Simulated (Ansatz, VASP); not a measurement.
# GaAs in two plane-wave programs

One calculation is typed for both programs; each brings its own data sets. How far apart do they land? The cell is taken from a series of VASP runs on this material, whose earlier steps may have relaxed, scaled or displaced it; both programs get it as it stands. Valence electrons are named where the data sets of a main pair hold unlike numbers.

Method: plane waves, with VASP 6.6.1 beside it; band structure at HSE06, in Ansatz 0.2.0.

### Step 1. The starting structure

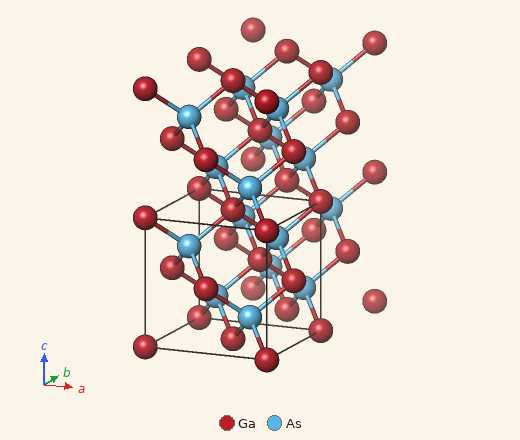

The starting structure, seen slightly off an axis (gallium red, arsenic blue). 1×2×2 cells are drawn. This picture shows the conventional cell, with its axes. Bonds to atoms that aren't drawn are left out. Some periodic images of atoms are drawn too.

### Step 2. VASP: band structure, HSE06

Levels along a path test the potential and the projectors away from the mesh points.

Lines of VASP's logs that name or quote its potential files are left out, and so is its time.

The run reads the wave functions of an earlier VASP run, which isn't shown here.

Contents of INCAR:

```
SYSTEM = GaAs
PREC = Accurate
ENCUT = 400
EDIFF = 1E-06
NELM = 100
ISMEAR = 0
SIGMA = 0.05
LREAL = .FALSE.
ALGO = Normal
LHFCALC = .TRUE.
AEXX = 0.25
GGA = PE
HFSCREEN = 0.2
LASPH = .TRUE.
NBANDS = 15
PRECFOCK = Fast
LORBIT = 11
LWAVE = .FALSE.
LCHARG = .FALSE.
KPAR = 2
```

Contents of POSCAR:

```
GaAs
1.0
    0.0000000000      2.8722583366      2.8722583366
    2.8722583366      0.0000000000      2.8722583366
    2.8722583366      2.8722583366      0.0000000000
Ga As
1 1
Direct
    0.0000000000      0.0000000000      0.0000000000
    0.2500000000      0.2500000000      0.2500000000
```

Contents of KPOINTS:

```
Automatic mesh
0
Gamma
4 4 4
0 0 0
```

Contents of KPOINTS_OPT:

```
Line mode
6
Line-mode
Reciprocal
  0.00000000   0.00000000   0.00000000 GAMMA
  0.50000000   0.00000000   0.50000000 X

  0.50000000   0.00000000   0.50000000 X
  0.50000000   0.25000000   0.75000000 W

  0.50000000   0.25000000   0.75000000 W
  0.37500000   0.37500000   0.75000000 K

  0.37500000   0.37500000   0.75000000 K
  0.00000000   0.00000000   0.00000000 GAMMA

  0.00000000   0.00000000   0.00000000 GAMMA
  0.50000000   0.50000000   0.50000000 L

  0.50000000   0.50000000   0.50000000 L
  0.62500000   0.25000000   0.62500000 U

  0.62500000   0.25000000   0.62500000 U
  0.50000000   0.25000000   0.75000000 W

  0.50000000   0.25000000   0.75000000 W
  0.50000000   0.50000000   0.50000000 L

  0.50000000   0.50000000   0.50000000 L
  0.37500000   0.37500000   0.75000000 K

  0.62500000   0.25000000   0.62500000 U
  0.50000000   0.00000000   0.50000000 X
```

PAW data sets: Ga_d and As (PBE family, release 64).

Run with:

```sh
mpirun -np 2 vasp_std
```

Numbers of over 12 decimals in the logs are rounded to 6 here.

What it wrote:

```text
[banner, memory and clock lines left out]
running    2 mpi-ranks, on    1 nodes
 distrk:  each k-point on    1 cores,    2 groups
 distr:  one band on    1 cores,    1 groups

 POSCAR found type information on POSCAR GaAs
 POSCAR found :  2 types and       2 ions
 LDA part: xc-table for (Slater+PW92), standard interpolation
 found WAVECAR, reading the header
 POSCAR, INCAR and KPOINTS ok, starting setup
 FFT: planning ... GRIDC
 FFT: planning ... GRID_SOFT
 FFT: planning ... GRID
 reading WAVECAR
 the WAVECAR file was read successfully
 initial charge from wavefunction
 entering main loop
       N       E                     dE             d eps       ncg     rms          rms(c)
DAV:   1    -0.973706147967E+01   -0.97371E+01   -0.72418E-01   367   0.156E+01    0.217E+00
DAV:   2    -0.973466664441E+01    0.23948E-02   -0.48738E-02   328   0.334E+00    0.147E+00
DAV:   3    -0.973242536966E+01    0.22413E-02   -0.52772E-03   324   0.119E+00    0.871E-01
DAV:   4    -0.973184884897E+01    0.57652E-03   -0.74814E-04   318   0.305E-01    0.493E-01
DAV:   5    -0.973168808778E+01    0.16076E-03   -0.14097E-04   275   0.968E-02    0.282E-01
DAV:   6    -0.973164218395E+01    0.45904E-04   -0.29647E-05   289   0.468E-02    0.159E-01
DAV:   7    -0.973162618536E+01    0.15999E-04   -0.62544E-06   303   0.228E-02    0.885E-02
DAV:   8    -0.973162074452E+01    0.54408E-05   -0.20606E-06   289   0.112E-02    0.485E-02
DAV:   9    -0.973161897270E+01    0.17718E-05   -0.68651E-07   183   0.571E-03    0.269E-02
DAV:  10    -0.973161847632E+01    0.49638E-06   -0.35949E-07   190   0.440E-03
   1 F= -.97316185E+01 E0= -.97316185E+01  d E =-.380789E-13
 Start KPOINTS_OPT (optional k-point list driver)
k-point batch [1-8\60]
       N       E                     dE             ncg
DAV:   1    -0.420911936512E+03   -0.33128E+04      240
DAV:   2    -0.120739837795E+04   -0.78649E+03      247
DAV:   3    -0.126782655352E+04   -0.60428E+02      282
DAV:   4    -0.126937500041E+04   -0.15484E+01      332
DAV:   5    -0.126939315738E+04   -0.18157E-01      324
DAV:   6    -0.126939353203E+04   -0.37465E-03      366
DAV:   7    -0.126939353537E+04   -0.33383E-05      271
DAV:   8    -0.126939353544E+04   -0.66363E-07      267
[...]
k-point batch [57-60\60]
       N       E                     dE             ncg
DAV:   1     0.205969799049E+04   -0.25244E+04      120
DAV:   2     0.169098165835E+04   -0.36872E+03      141
DAV:   3     0.166716143958E+04   -0.23820E+02      141
DAV:   4     0.166664705003E+04   -0.51439E+00      155
DAV:   5     0.166663857439E+04   -0.84756E-02      162
DAV:   6     0.166663823648E+04   -0.33790E-03      186
DAV:   7     0.166663823092E+04   -0.55655E-05      162
DAV:   8     0.166663823072E+04   -0.19261E-06      152
```

OUTCAR, selected parts (step 2):

```text
ion  position               nearest neighbor table
   1  0.000  0.000  0.000-   2 2.49   2 2.49   2 2.49   2 2.49
   2  0.250  0.250  0.250-   1 2.49   1 2.49   1 2.49   1 2.49

  LATTYP: Found a face centered cubic cell.
 ALAT       =     5.7445166732

 Subroutine GETGRP returns: Found 24 space group operations
 (whereof 24 operations were pure point group operations)

The static configuration has the point symmetry T_d .

 Found      8 irreducible k-points:

   k-points           NKPTS =      8   k-points in BZ     NKDIM =     64   number of bands    NBANDS=     15

   dimension x,y,z NGX =    28 NGY =   28 NGZ =   28
   dimension x,y,z NGXF=    56 NGYF=   56 NGZF=   56

   ENCUT  =  400.0 eV  29.40 Ry    5.42 a.u.   6.62  6.62  6.62*2*pi/ulx,y,z

   NELECT =      18.0000    total number of electrons

 k-points in reciprocal lattice and weights: Automatic mesh
   0.00000000  0.00000000  0.00000000       0.016
   0.25000000  0.00000000  0.00000000       0.125
   0.50000000  0.00000000  0.00000000       0.062
   0.25000000  0.25000000  0.00000000       0.094
   0.50000000  0.25000000  0.00000000       0.375
  -0.25000000  0.25000000  0.00000000       0.188
   0.50000000  0.50000000  0.00000000       0.047
  -0.25000000  0.50000000  0.25000000       0.094

  exchange ACFDT corr.  =         0.00000000  see jH, gK, PRB 81, 115126

 average (electrostatic) potential at core
       1 -59.8077       2 -46.9048

 E-fermi :   3.3271

 k-point     1 :       0.0000    0.0000    0.0000
  band No.  band energies     occupation
    ...
      5     -14.1905      2.00000
      6     -10.5073      2.00000
      7       3.0807      2.00000
      8       3.0808      2.00000
      9       3.0808      2.00000
     10       4.1628      0.00000
     11       7.6236      0.00000
     12       7.6236      0.00000
     13       7.6236      0.00000
     14      11.5291      0.00000
    ...

 k-point     2 :       0.2500    0.0000    0.0000
  band No.  band energies     occupation
    ...
      5     -14.1904      2.00000
      6      -9.8087      2.00000
      7      -1.1956      2.00000
      8       2.4080      2.00000
      9       2.4080      2.00000
     10       5.2016      0.00000
     11       8.5004      0.00000
     12       8.5004      0.00000
     13       9.7905      0.00000
     14      12.9260      0.00000
    ...

 k-point     3 :       0.5000    0.0000    0.0000
  band No.  band energies     occupation
    ...
      5     -14.1882      2.00000
      6      -8.7332      2.00000
      7      -3.8427      2.00000
      8       1.9257      2.00000
      9       1.9257      2.00000
     10       4.7414      0.00000
     11       8.5415      0.00000
     12       8.5415      0.00000
     13      11.7082      0.00000
     14      14.3310      0.00000
    ...

  energy-cutoff  :      400.00
  volume of cell :       47.39
      direct lattice vectors                 reciprocal lattice vectors
     0.000000000  2.872258337  2.872258337    -0.174079049  0.174079049  0.174079049
     2.872258337  0.000000000  2.872258337     0.174079049 -0.174079049  0.174079049
     2.872258337  2.872258337  0.000000000     0.174079049  0.174079049 -0.174079049

 POSITION                                       TOTAL-FORCE (eV/Angst)
 -----------------------------------------------------------------------------------
      0.00000      0.00000      0.00000         0.000000      0.000000      0.000000
      1.43613      1.43613      1.43613        -0.000000     -0.000000     -0.000000
 -----------------------------------------------------------------------------------
    total drift:                                0.000019     -0.000010      0.000012

  FREE ENERGIE OF THE ION-ELECTRON SYSTEM (eV)
  ---------------------------------------------------
  free  energy   TOTEN  =        -9.7316184763 eV

  energy  without entropy=       -9.7316184763  energy(sigma->0) =       -9.73161848

 total charge
# of ion       s       p       d       tot
------------------------------------------
    1        0.824   0.762  10.003  11.589
    2        1.209   1.635   0.028   2.872
--------------------------------------------------
tot          2.033   2.397  10.031  14.461

[... 3 further parts left out ...]
```

The k-mesh is coarse for exact exchange; levels may shift by about 0.1 eV on a finer one. Spin-orbit coupling is off here; it would split degenerate levels, and it lifts a valence top of As p states by about 0.1 eV. The PAW data sets were made with PBE, which is usual practice but a small mismatch for other functionals.

(Continued in part 2 of 2.)

[Lines on the potential files, build, host, timing and source positions are cut from VASP's logs without a mark.]

[Logs are printed without paths, hosts, clocks, repeated set-up lines and the standing remarks that a program may print on its own settings, such as how far it seeks lower states.]

[Hosts, paths, dates, database ids (printed as entryN), source tags and the programs' standing remarks are cut or masked in the printed files.]
